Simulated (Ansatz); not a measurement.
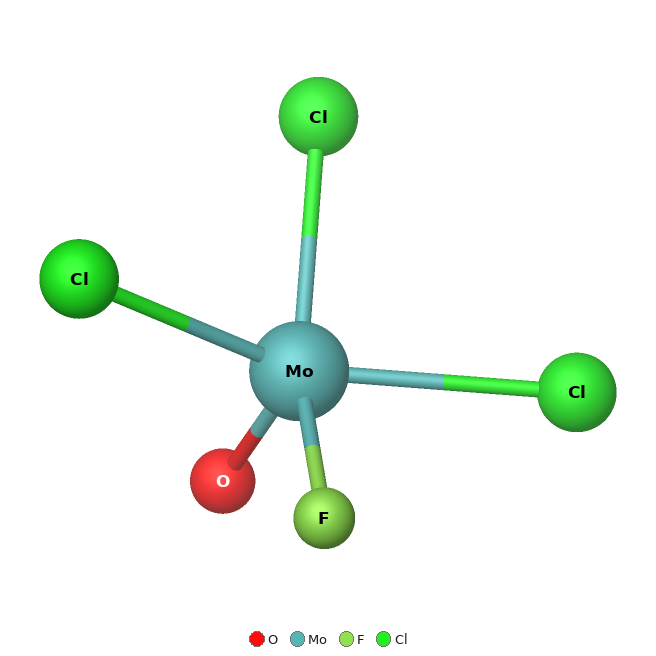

Charge 0, singlet. The geometry was computed by an optimisation with PBE0-D4/def2-TZVP.

> What is the coordination number of the metal, and which atoms bind to it?

Mo binds 5 atoms: 1 O at 1.64 Å, 1 F at 1.85 Å, 3 Cl at 2.27 Å. The arrangement is square pyramidal.

> Give the formal oxidation state and the d-electron count.

Mo(VI), d⁰, counting the ligands as closed-shell ions or neutral donors.
